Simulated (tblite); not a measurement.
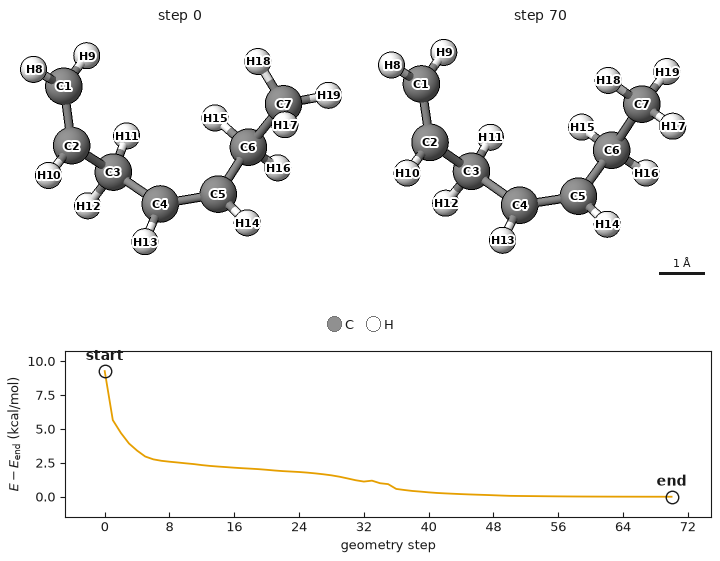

First and last geometry of a relaxation of C$_{7}$H$_{12}$, with the history of the run. Style: ball-and-stick. Shown face on.

The calculation used tblite, GFN2-xTB geometry optimisation, gas phase. 

**Read the history and describe the run.**

It converged. Over 70 geometry steps the energy falls by 9.27 kcal/mol. The atom that moves furthest after the best rigid fit is H19 (0.73 Å). Largest moves by element: H 0.73 Å, C 0.10 Å. Among the contacts that change: C3–C4 1.452 → 1.501 Å, C4–H13 1.126 → 1.084 Å, C3–H12 1.129 → 1.096 Å, C7–H17 1.111 → 1.088 Å. Bond angles that change, for instance: C4–C3–H11 117.9° → 111.6°, C7–C6–H15 103.6° → 109.3°, H8–C1–H9 121.5° → 116.2°. Groups turn about C6–C7 by about 45°. The run took 0.36 s on 1 thread of Intel(R) Xeon(R) Platinum 8488C, on a shared host.
